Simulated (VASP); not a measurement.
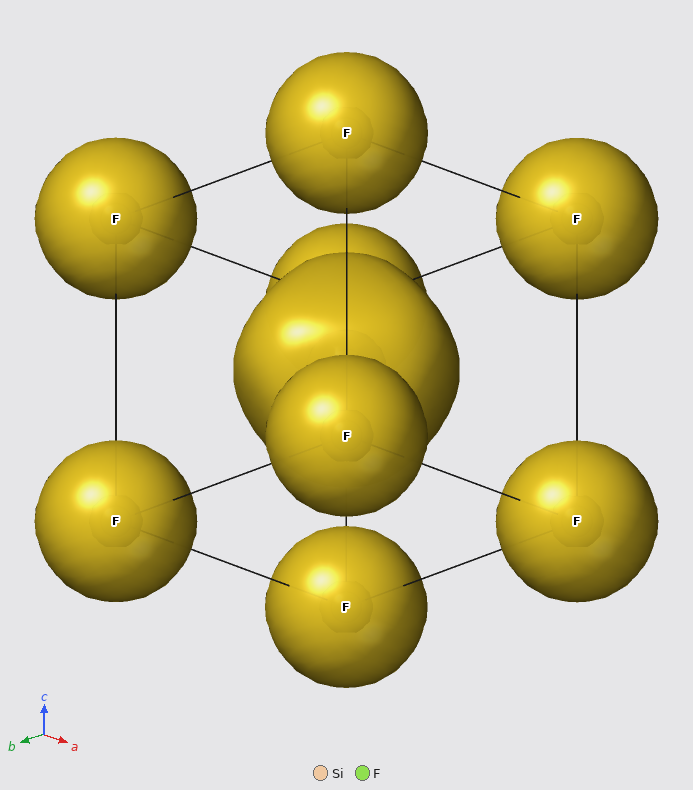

SiF. Isosurface of the ELF at 0.7 (yellow), seen at an oblique angle. Core shells and regions of very low density are left out.

Space group Pm-3m; a generated structure, not necessarily the stable one; computed pressure about −8 GPa in this cell.

All numbers below come from Kohn-Sham DFT of a periodic cell, PBE, VASP PAW PBE potentials, recommended in VASP 6.6.1.

```
Si F
1.0
     3.18662    0.00000    0.00000
     0.00000    3.18662    0.00000
     0.00000    0.00000    3.18662
Si F
1 1
Direct
  0.50000 0.50000 0.50000
  0.00000 0.00000 0.00000
```

Q: Identify the bonds, lone pairs and shells in this picture.

A: The surface consists of one region wrapped around F (its valence shell) and one region wrapped around Si (its valence shell), counted in one cell of 2 atoms. Any copies at cell faces, edges or corners count once. Along the contacts the grid gives the following. Si–F (2.76 Å): the ELF peaks at about 0.85 in the valence shell of Si, 0.8 Å from its nucleus, and drops to about 0.10 between the two atoms: no localised pair shows between them.
